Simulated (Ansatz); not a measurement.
# F₂H₂OSi + HCl: a complex and its separated parts

The complex below is one end of an elementary step. How strongly is it bound against its free parts?

Program: Ansatz 0.2.0, Gaussian basis. Level of theory: PBE0-D4/def2-TZVP structures, single points in def2-TZVPP, no counterpoise correction. These are calculated values, not measurements.

Levels: SPW92, PBE-D4, BLYP-D4, r2SCAN-D4, B97M-V, PBE0-D4, B3LYP-D4, r2SCAN0-D4, BHLYP-D4, CAM-B3LYP-D4, wB97X-V, wB97M-V, B2PLYP, PBE-QIDH, RPA on PBE, Hartree-Fock, MP2, CCSD, CCSD(T).

Cores are frozen in the correlated methods. B3LYP uses VWN-RPA correlation. B2PLYP carries no dispersion term here.

94 further runs of the same task are left out: 94 set aside as unsound or not needed.

**1. The system as given**

The complex: 8 atoms, charge 0, spin multiplicity 1.

Atoms are counted from 1 here; the program's logs count them from 0.

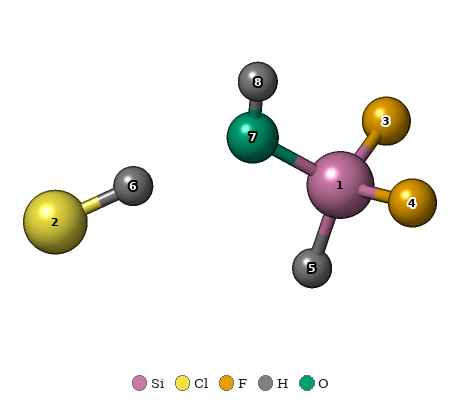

Start geometry, drawn with silicon pink, chlorine yellow, fluorine amber, hydrogen grey, oxygen teal; atoms are numbered from 1 in the order of the file.

Geometry (Å):

```mol
ClF2H3OSi
  3D, bonds by distance, orders not assigned

  8  6  0  0  0  0  0  0  0  0999 V2000
   -0.9613   -0.5635    0.0444 Si  0  0
    2.5035    1.6150   -1.3697 Cl  0  0
   -0.9666   -2.0924    0.4435 F   0  0
   -2.2370    0.0722    0.7264 F   0  0
   -1.0074   -0.4017   -1.4070 H   0  0
    1.6820    1.0445   -0.5527 H   0  0
    0.3902    0.1592    0.5888 O   0  0
    0.5966    0.1665    1.5261 H   0  0
  1  3  8  0
  1  4  8  0
  1  5  8  0
  1  7  8  0
  2  6  8  0
  7  8  8  0
M  END
```

Its parts: F₂H₂OSi holds atoms 1, 3, 4, 5, 7, 8; HCl holds atoms 2, 6. Each part counts its atoms afresh in its own runs.

**2. Relaxing F₂H₂OSi alone**

Input file relax-a/in.yaml:

```yaml
crystal:
  periodic: [false, false, false]
  atoms:
    - {symbol: Si, position_ang: [-0.961278, -0.563531, 0.044416]}
    - {symbol: F, position_ang: [-0.966602, -2.092350, 0.443467]}
    - {symbol: F, position_ang: [-2.237017, 0.072210, 0.726385]}
    - {symbol: H, position_ang: [-1.007396, -0.401668, -1.406977]}
    - {symbol: O, position_ang: [0.390203, 0.159239, 0.588834]}
    - {symbol: H, position_ang: [0.596558, 0.166544, 1.526149]}
basis:
  gaussian: {orbitals: def2-TZVP}
hamiltonian: {xc: pbe0, dispersion: d4}
relax: {f_tol: 0.005, max_steps: 200}
```

Command:

```console
> ansatz run in.yaml --threads 4 --pin off --events-out ev --progress --plain --max-ram 9574MiB
```

The log of the run, shortened:

```text
Functional definition: PBE0
  name "PBE0"
  cite "Adamo & Barone, J. Chem. Phys. 110, 6158 (1999) doi:10.1063/1.478522"
  cite "Perdew, Burke & Ernzerhof, Phys. Rev. Lett. 77, 3865 (1996) doi:10.1103/PhysRevLett.77.3865"
  parent pbe
[...]
819 factors; their error is unknown
[...]
mean field -15389.09384586 eV, -565.5387677327 hartree, gradient 3.7e-5 eV, S^2 0.000000; 0 other end points of the search recorded, 0 dependent functions left out
[...]
reference -15389.09386893 eV, -565.5387685809 hartree; 21, 21 occupied and 121, 121 virtual orbitals, 819 factors
[...]
reference -15389.09930827 eV, -565.5389684726 hartree; 21, 21 occupied and 121, 121 virtual orbitals, 819 factors
Total energy: -15389.17387416 eV, -565.5417087186 hartree
Atom 0 at    -0.950786    -0.558093     0.051352 Å, force     0.000646     0.000208     0.000254 eV/Å
Atom 1 at    -0.973626    -2.094068     0.438063 Å, force    -0.001847     0.003166     0.001819 eV/Å
Atom 2 at    -2.243212     0.067878     0.720105 Å, force     0.001975    -0.003348     0.000495 eV/Å
Atom 3 at    -1.010898    -0.404383    -1.401994 Å, force     0.002789     0.001432     0.001369 eV/Å
Atom 4 at     0.390732     0.159857     0.590061 Å, force    -0.002372    -0.000131    -0.001889 eV/Å
Atom 5 at     0.602259     0.169254     1.524687 Å, force    -0.001191    -0.001326    -0.002049 eV/Å
Dipole moment:     0.195691     0.102091     0.117186 e Å
```

It took 9 s on 4 threads of Arm Neoverse V1, shared host.

Relaxation path:

```tsv
step	energy from step 1 (eV)	largest force component (eV/Å)
1	0.0000	0.5765
2	-0.0036	0.3473
3	-0.0053	0.0286
4	-0.0054	0.0251
5	-0.0054	0.0033
```

Close pairs (by a distance rule), those that changed most:

```tsv
bond	before (Å)	after (Å)	change (Å)
Si1–O5	1.626	1.614	-0.012
Si1–F2	1.580	1.584	+0.004
Si1–F3	1.580	1.584	+0.004
Si1–H4	1.461	1.463	+0.002
O5–H6	0.960	0.958	-0.001
```

**3. Relaxing HCl alone**

Input file relax-b/in.yaml:

```yaml
crystal:
  periodic: [false, false, false]
  atoms:
    - {symbol: Cl, position_ang: [2.503514, 1.615013, -1.369699]}
    - {symbol: H, position_ang: [1.682018, 1.044542, -0.552674]}
basis:
  gaussian: {orbitals: def2-TZVP}
hamiltonian: {xc: pbe0, dispersion: d4}
relax: {f_tol: 0.005, max_steps: 200}
```

Command:

```console
> ansatz run in.yaml --threads 4 --pin off --events-out ev --progress --plain --max-ram 9574MiB
```

The log of the run, shortened:

```text
[... 5 set-up lines as earlier in the session ...]
[...]
312 factors; their error is unknown
[...]
mean field -12535.31394748 eV, -460.6642908288 hartree, gradient 4.2e-5 eV, S^2 0.000000; 0 other end points of the search recorded, 0 dependent functions left out
[...]
reference -12535.31647366 eV, -460.6643836643 hartree; 9, 9 occupied and 34, 34 virtual orbitals, 312 factors
Total energy: -12535.32105149 eV, -460.6645518963 hartree
Atom 0 at     2.499482     1.612213    -1.365689 Å, force     0.002130     0.001479    -0.002119 eV/Å
Atom 1 at     1.686050     1.047342    -0.556684 Å, force    -0.002130    -0.001479     0.002119 eV/Å
Dipole moment:    -0.167037    -0.115996     0.166128 e Å
```

Run time: 0.6 s. Hardware: 4 threads of Arm Neoverse V1, shared host.

Along the way:

```tsv
step	energy from step 1 (eV)	largest force component (eV/Å)
1	0.0000	0.2502
2	-0.0021	0.1022
3	-0.0025	0.0021
```

The bond:

```tsv
bond	before (Å)	after (Å)	change (Å)
Cl1–H2	1.291	1.279	-0.013
```

**4. SPW92/def2-TZVPP**

Input file parta/in.yaml:

```yaml
crystal:
  periodic: [false, false, false]
  atoms:
    - {symbol: Si, position_ang: [-0.950786, -0.558093, 0.051352]}
    - {symbol: F, position_ang: [-0.973626, -2.094068, 0.438063]}
    - {symbol: F, position_ang: [-2.243212, 0.067878, 0.720105]}
    - {symbol: H, position_ang: [-1.010898, -0.404383, -1.401994]}
    - {symbol: O, position_ang: [0.390732, 0.159857, 0.590061]}
    - {symbol: H, position_ang: [0.602259, 0.169254, 1.524687]}
basis:
  gaussian: {orbitals: def2-TZVPP}
hamiltonian: {xc: lda}
```

Input file partb/in.yaml:

```yaml
crystal:
  periodic: [false, false, false]
  atoms:
    - {symbol: Cl, position_ang: [2.499482, 1.612213, -1.365689]}
    - {symbol: H, position_ang: [1.686050, 1.047342, -0.556684]}
basis:
  gaussian: {orbitals: def2-TZVPP}
hamiltonian: {xc: lda}
```

Each run has its own folder and the same command.

Command:

```console
> ansatz run in.yaml --threads 4 --pin off --events-out ev --progress --plain --max-ram 9574MiB
```

Output in parta, shortened:

```text
Functional definition: SPW92
  name "SPW92"
  cite "Dirac, Proc. Camb. Phil. Soc. 26, 376 (1930) doi:10.1017/S0305004100016108"
  cite "Slater, Phys. Rev. 81, 385 (1951) doi:10.1103/PhysRev.81.385"
  cite "Perdew & Wang, Phys. Rev. B 45, 13244 (1992) doi:10.1103/PhysRevB.45.13244"
[...]
869 factors; their error is unknown
[...]
mean field -15319.06106863 eV, -562.9651106397 hartree, gradient 1.7e-5 eV, S^2 0.000000; 0 other end points of the search recorded, 0 dependent functions left out
reference -15319.06109838 eV, -562.9651117330 hartree; 21, 21 occupied and 142, 142 virtual orbitals, 869 factors
Total energy: -15319.06109838 eV, -562.9651117330 hartree
```

Output in partb, shortened:

```text
[... 5 set-up lines as earlier in the session ...]
[...]
353 factors; their error is unknown
[...]
mean field -12498.56384422 eV, -459.3137494441 hartree, gradient 5.7e-5 eV, S^2 0.000000; 0 other end points of the search recorded, 0 dependent functions left out
reference -12498.56386363 eV, -459.3137501574 hartree; 9, 9 occupied and 47, 47 virtual orbitals, 353 factors
Total energy: -12498.56386363 eV, -459.3137501574 hartree
```

Times: 1.6 s (parta), 0.15 s (partb) on 4 threads of Arm Neoverse V1, shared host.

**5. PBE-D4/def2-TZVPP**

Each input of step 4 (parta, partb) changes in the same lines:

```diff
-hamiltonian: {xc: lda}
+hamiltonian: {xc: pbe, dispersion: d4}
```

Each run has its own folder and the same command.

Command:

```console
> ansatz run in.yaml --threads 4 --pin off --events-out ev --progress --plain --max-ram 9574MiB
```

Output in parta, shortened:

```text
Functional definition: PBE
  name "PBE"
[... 2 set-up lines as earlier in the session ...]
[...]
869 factors; their error is unknown
[...]
mean field -15388.34680413 eV, -565.5113144558 hartree, gradient 2.1e-5 eV, S^2 0.000000; 0 other end points of the search recorded, 0 dependent functions left out
reference -15388.34683659 eV, -565.5113156487 hartree; 21, 21 occupied and 142, 142 virtual orbitals, 869 factors
Total energy: -15388.43725755 eV, -565.5146385574 hartree
```

partb printed, shortened:

```text
[... 4 set-up lines as earlier in the session ...]
[...]
353 factors; their error is unknown
[...]
mean field -12534.30960305 eV, -460.6273818520 hartree, gradient 8.1e-5 eV, S^2 0.000000; 0 other end points of the search recorded, 0 dependent functions left out
reference -12534.30962396 eV, -460.6273826203 hartree; 9, 9 occupied and 47, 47 virtual orbitals, 353 factors
Total energy: -12534.31528502 eV, -460.6275906606 hartree
```

They took 1.6 s (parta), 0.15 s (partb) on 4 threads of Arm Neoverse V1, shared host.

**6. BLYP-D4/def2-TZVPP**

Each input of step 5 (parta, partb) changes in the same lines:

```diff
-hamiltonian: {xc: pbe, dispersion: d4}
+hamiltonian: {xc: {name: BLYP}, dispersion: d4}
```

The same command starts each run, in its folder.

Command:

```console
> ansatz run in.yaml --threads 4 --pin off --events-out ev --progress --plain --max-ram 9574MiB
```

Output in parta, shortened:

```text
Functional definition: BLYP
  name "BLYP"
  cite "Becke, Phys. Rev. A 38, 3098 (1988) doi:10.1103/PhysRevA.38.3098"
  cite "Lee, Yang & Parr, Phys. Rev. B 37, 785 (1988) doi:10.1103/PhysRevB.37.785"
[...]
869 factors; their error is unknown
[...]
mean field -15399.10256857 eV, -565.9065815083 hartree, gradient 1.8e-5 eV, S^2 0.000000; 0 other end points of the search recorded, 0 dependent functions left out
reference -15399.10284689 eV, -565.9065917364 hartree; 21, 21 occupied and 142, 142 virtual orbitals, 869 factors
Total energy: -15399.30956196 eV, -565.9141883750 hartree
```

Log of partb, shortened:

```text
[... 4 set-up lines as earlier in the session ...]
[...]
353 factors; their error is unknown
[...]
mean field -12539.38857595 eV, -460.8140306635 hartree, gradient 4.5e-5 eV, S^2 0.000000; 0 other end points of the search recorded, 0 dependent functions left out
reference -12539.38878027 eV, -460.8140381720 hartree; 9, 9 occupied and 47, 47 virtual orbitals, 353 factors
Total energy: -12539.40226918 eV, -460.8145338803 hartree
```

Times: 1.7 s (parta), 0.2 s (partb) on 4 threads of Arm Neoverse V1, shared host.

**7. r2SCAN-D4/def2-TZVPP**

The same edit goes into each in.yaml of step 6 (parta, partb):

```diff
-hamiltonian: {xc: {name: BLYP}, dispersion: d4}
+hamiltonian: {xc: r2scan, dispersion: d4}
```

One command serves all of them, each in its own folder.

Command:

```console
> ansatz run in.yaml --threads 4 --pin off --events-out ev --progress --plain --max-ram 9574MiB
```

Log of parta, shortened:

```text
Functional definition: r2SCAN
  name "r2SCAN"
  cite "Furness, Kaplan, Ning, Perdew & Sun, J. Phys. Chem. Lett. 11, 8208 (2020) doi:10.1021/acs.jpclett.0c02405"
  cite "Furness, Kaplan, Ning, Perdew & Sun, J. Phys. Chem. Lett. 11, 9248 (2020) doi:10.1021/acs.jpclett.0c03077"
  parent r2scan
[...]
869 factors; their error is unknown
[...]
mean field -15396.03717366 eV, -565.7939303231 hartree, gradient 2.4e-5 eV, S^2 0.000000; 0 other end points of the search recorded, 0 dependent functions left out
reference -15396.03718256 eV, -565.7939306503 hartree; 21, 21 occupied and 142, 142 virtual orbitals, 869 factors
Total energy: -15396.05762936 eV, -565.7946820563 hartree
```

Log of partb, shortened:

```text
[... 5 set-up lines as earlier in the session ...]
[...]
353 factors; their error is unknown
[...]
mean field -12538.62224974 eV, -460.7858686944 hartree, gradient 3.1e-5 eV, S^2 0.000000; 0 other end points of the search recorded, 0 dependent functions left out
reference -12538.62225507 eV, -460.7858688903 hartree; 9, 9 occupied and 47, 47 virtual orbitals, 353 factors
Total energy: -12538.62352099 eV, -460.7859154122 hartree
```

Wall times: 2.5 s (parta), 0.6 s (partb) on 4 threads of Arm Neoverse V1, shared host.

**8. B97M-V/def2-TZVPP**

Each input of step 7 (parta, partb) changes in the same lines:

```diff
-hamiltonian: {xc: r2scan, dispersion: d4}
+hamiltonian: {xc: {name: B97M-V}}
```

Each run has its own folder and the same command.

Command:

```console
> ansatz run in.yaml --threads 4 --pin off --events-out ev --progress --plain --max-ram 9574MiB
```

Output in parta, shortened:

```text
Functional definition: B97M-V
  name "B97M-V"
  cite "Mardirossian & Head-Gordon, J. Chem. Phys. 142, 074111 (2015) doi:10.1063/1.4907719"
  cite "Becke, J. Chem. Phys. 107, 8554 (1997) doi:10.1063/1.475007"
  cite "Vydrov & Van Voorhis, J. Chem. Phys. 133, 244103 (2010) doi:10.1063/1.3521275"
  # Of w^i u^j: cxij and so on, Table III.
[...]
  gx(w, u) = cx00 + cx01*u + cx02*u^2 + (cx10 + cx11*u)*w
[...]
  gos(w, u) = cos00 + cos01*u + cos03*u^3 + cos10*w + cos32*w^3*u^2
[...]
      + integral(e_c_pw_mod_opposite_spin*gos(b97_w_opposite, b97_u_opposite)) + vv10(b, c)
869 factors; their error is unknown
[...]
mean field -15395.25877364 eV, -565.7653246500 hartree, gradient 3.9e-5 eV, S^2 0.000000; 0 other end points of the search recorded, 0 dependent functions left out
reference -15395.25882014 eV, -565.7653263588 hartree; 21, 21 occupied and 142, 142 virtual orbitals, 869 factors
Total energy: -15395.25882014 eV, -565.7653263588 hartree
```

Output in partb, shortened:

```text
[... 5 set-up lines as earlier in the session ...]
  # Of w^i u^j: cxij and so on, Table III.
[...]
  gx(w, u) = cx00 + cx01*u + cx02*u^2 + (cx10 + cx11*u)*w
[...]
  gos(w, u) = cos00 + cos01*u + cos03*u^3 + cos10*w + cos32*w^3*u^2
[...]
      + integral(e_c_pw_mod_opposite_spin*gos(b97_w_opposite, b97_u_opposite)) + vv10(b, c)
353 factors; their error is unknown
[...]
mean field -12536.22650121 eV, -460.6978265599 hartree, gradient 1.2e-5 eV, S^2 0.000000; 0 other end points of the search recorded, 0 dependent functions left out
reference -12536.22652933 eV, -460.6978275935 hartree; 9, 9 occupied and 47, 47 virtual orbitals, 353 factors
Total energy: -12536.22652933 eV, -460.6978275935 hartree
```

They took 4.3 s (parta), 0.5 s (partb) on 4 threads of Arm Neoverse V1, shared host.

**9. PBE0-D4/def2-TZVPP**

The same edit goes into each in.yaml of step 8 (parta, partb):

```diff
-hamiltonian: {xc: {name: B97M-V}}
+hamiltonian: {xc: pbe0, dispersion: d4}
+output: {orbitals: {seedname: orbitals}}
```

One command serves all of them, each in its own folder.

Command:

```console
> ansatz run in.yaml --threads 4 --pin off --events-out ev --progress --plain --max-ram 9574MiB
```

Output in parta, shortened:

```text
[... 5 set-up lines as earlier in the session ...]
[...]
872 factors; their error is unknown
[...]
mean field -15389.15189651 eV, -565.5409010549 hartree, gradient 6.5e-5 eV, S^2 0.000000; 0 other end points of the search recorded, 0 dependent functions left out
reference -15389.15191966 eV, -565.5409019058 hartree; 21, 21 occupied and 142, 142 virtual orbitals, 872 factors
Total energy: -15389.22648556 eV, -565.5436421519 hartree
```

Log of partb, shortened:

```text
[... 5 set-up lines as earlier in the session ...]
[...]
384 factors; their error is unknown
[...]
mean field -12535.34597839 eV, -460.6654679431 hartree, gradient 3.7e-5 eV, S^2 0.000000; 0 other end points of the search recorded, 0 dependent functions left out
reference -12535.34599403 eV, -460.6654685180 hartree; 9, 9 occupied and 47, 47 virtual orbitals, 384 factors
Total energy: -12535.35057186 eV, -460.6656367500 hartree
```

They took 1.8 s (parta), 0.25 s (partb) on 4 threads of Arm Neoverse V1, shared host.

**10. B3LYP-D4/def2-TZVPP**

Each input of step 9 (parta, partb) changes in the same lines:

```diff
-hamiltonian: {xc: pbe0, dispersion: d4}
-output: {orbitals: {seedname: orbitals}}
+hamiltonian: {xc: {name: B3LYP}, dispersion: d4}
```

Each run has its own folder and the same command.

Command:

```console
> ansatz run in.yaml --threads 4 --pin off --events-out ev --progress --plain --max-ram 9574MiB
```

parta printed, shortened:

```text
Functional definition: B3LYP
  name "B3LYP"
  cite "Stephens, Devlin, Chabalowski & Frisch, J. Phys. Chem. 98, 11623 (1994) doi:10.1021/j100096a001"
[... 2 set-up lines as earlier in the session ...]
  cite "Vosko, Wilk & Nusair, Can. J. Phys. 58, 1200 (1980) doi:10.1139/p80-159"
[...]
872 factors; their error is unknown
[...]
mean field -15400.50945169 eV, -565.9582835094 hartree, gradient 7.0e-5 eV, S^2 0.000000; 0 other end points of the search recorded, 0 dependent functions left out
reference -15400.50965384 eV, -565.9582909381 hartree; 21, 21 occupied and 142, 142 virtual orbitals, 872 factors
Total energy: -15400.65680070 eV, -565.9636984855 hartree
```

partb printed, shortened:

```text
[... 6 set-up lines as earlier in the session ...]
[...]
372 factors; their error is unknown
[...]
mean field -12539.99362747 eV, -460.8362658965 hartree, gradient 4.5e-5 eV, S^2 0.000000; 0 other end points of the search recorded, 0 dependent functions left out
reference -12539.99377952 eV, -460.8362714843 hartree; 9, 9 occupied and 47, 47 virtual orbitals, 372 factors
Total energy: -12540.00296598 eV, -460.8366090804 hartree
```

They took 1.9 s (parta), 0.25 s (partb) on 4 threads of Arm Neoverse V1, shared host.

**11. r2SCAN0-D4/def2-TZVPP**

Each input of step 10 (parta, partb) changes in the same lines:

```diff
-hamiltonian: {xc: {name: B3LYP}, dispersion: d4}
+hamiltonian: {xc: {name: r2SCAN0}, dispersion: d4}
```

The same command starts each run, in its folder.

Command:

```console
> ansatz run in.yaml --threads 4 --pin off --events-out ev --progress --plain --max-ram 9574MiB
```

parta printed, shortened:

```text
Functional definition: r2SCAN0
  name "r2SCAN0"
  cite "Bursch, Neugebauer, Ehlert & Grimme, J. Chem. Phys. 156, 134105 (2022) doi:10.1063/5.0086040"
[... 3 set-up lines as earlier in the session ...]
[...]
872 factors; their error is unknown
[...]
mean field -15394.92800452 eV, -565.7531691091 hartree, gradient 2.6e-5 eV, S^2 0.000000; 0 other end points of the search recorded, 0 dependent functions left out
reference -15394.92801137 eV, -565.7531693607 hartree; 21, 21 occupied and 142, 142 virtual orbitals, 872 factors
Total energy: -15394.95193284 eV, -565.7540484588 hartree
```

partb printed, shortened:

```text
[... 6 set-up lines as earlier in the session ...]
[...]
384 factors; their error is unknown
[...]
mean field -12538.53749188 eV, -460.7827539007 hartree, gradient 4.5e-6 eV, S^2 0.000000; 0 other end points of the search recorded, 0 dependent functions left out
reference -12538.53749613 eV, -460.7827540570 hartree; 9, 9 occupied and 47, 47 virtual orbitals, 384 factors
Total energy: -12538.53894963 eV, -460.7828074720 hartree
```

Times: 3.2 s (parta), 0.55 s (partb) on 4 threads of Arm Neoverse V1, shared host.

**12. BHLYP-D4/def2-TZVPP**

Each input of step 11 (parta, partb) changes in the same lines:

```diff
-hamiltonian: {xc: {name: r2SCAN0}, dispersion: d4}
+hamiltonian: {xc: {name: BHLYP}, dispersion: d4}
```

One command serves all of them, each in its own folder.

Command:

```console
> ansatz run in.yaml --threads 4 --pin off --events-out ev --progress --plain --max-ram 9574MiB
```

Output in parta, shortened:

```text
Functional definition: BHLYP
  name "BHLYP"
  cite "Becke, J. Chem. Phys. 98, 1372 (1993) doi:10.1063/1.464304"
[... 2 set-up lines as earlier in the session ...]
[...]
955 factors; their error is unknown
[...]
mean field -15397.14894502 eV, -565.8347871672 hartree, gradient 4.5e-5 eV, S^2 0.000000; 0 other end points of the search recorded, 0 dependent functions left out
reference -15397.14907929 eV, -565.8347921013 hartree; 21, 21 occupied and 142, 142 virtual orbitals, 955 factors
Total energy: -15397.25584078 eV, -565.8387155139 hartree
```

partb printed, shortened:

```text
[... 5 set-up lines as earlier in the session ...]
[...]
403 factors; their error is unknown
[...]
mean field -12539.47118121 eV, -460.8170663505 hartree, gradient 2.7e-5 eV, S^2 0.000000; 0 other end points of the search recorded, 0 dependent functions left out
reference -12539.47128470 eV, -460.8170701539 hartree; 9, 9 occupied and 47, 47 virtual orbitals, 403 factors
Total energy: -12539.47733101 eV, -460.8172923515 hartree
```

They took 2.3 s (parta), 0.2 s (partb) on 4 threads of Arm Neoverse V1, shared host.

**13. CAM-B3LYP-D4/def2-TZVPP**

The same edit goes into each in.yaml of step 12 (parta, partb):

```diff
-hamiltonian: {xc: {name: BHLYP}, dispersion: d4}
+hamiltonian: {xc: {name: CAM-B3LYP}, dispersion: d4}
```

Each run has its own folder and the same command.

Command:

```console
> ansatz run in.yaml --threads 4 --pin off --events-out ev --progress --plain --max-ram 9574MiB
```

Output in parta, shortened:

```text
Functional definition: CAM-B3LYP
  name "CAM-B3LYP"
  cite "Yanai, Tew & Handy, Chem. Phys. Lett. 393, 51 (2004) doi:10.1016/j.cplett.2004.06.011"
  cite "Iikura, Tsuneda, Yanai & Hirao, J. Chem. Phys. 115, 3540 (2001) doi:10.1063/1.1383587"
[... 2 set-up lines as earlier in the session ...]
[...]
  # Exact exchange under (alpha + beta erf(omega r))/r, Becke's under what is left of 1/r.
[...]
872 factors; their error is unknown
189 factors; integrals over basis functions are off by at most 1.2e-5 eV
[...]
mean field -15398.44763468 eV, -565.8825131317 hartree, gradient 8.9e-5 eV, S^2 0.000000; 0 other end points of the search recorded, 0 dependent functions left out
reference -15398.44773279 eV, -565.8825167372 hartree; 21, 21 occupied and 142, 142 virtual orbitals, 872 factors
Total energy: -15398.52218652 eV, -565.8852528616 hartree
```

Log of partb, shortened:

```text
[... 6 set-up lines as earlier in the session ...]
[...]
  # Exact exchange under (alpha + beta erf(omega r))/r, Becke's under what is left of 1/r.
[...]
372 factors; their error is unknown
66 factors; integrals over basis functions are off by at most 7.5e-5 eV
[...]
mean field -12539.88294430 eV, -460.8321983652 hartree, gradient 2.6e-5 eV, S^2 0.000000; 0 other end points of the search recorded, 0 dependent functions left out
reference -12539.88301858 eV, -460.8322010947 hartree; 9, 9 occupied and 47, 47 virtual orbitals, 372 factors
Total energy: -12539.88750013 eV, -460.8323657888 hartree
```

They took 2.3 s (parta), 0.25 s (partb) on 4 threads of Arm Neoverse V1, shared host.

[end of part 1 of 2]
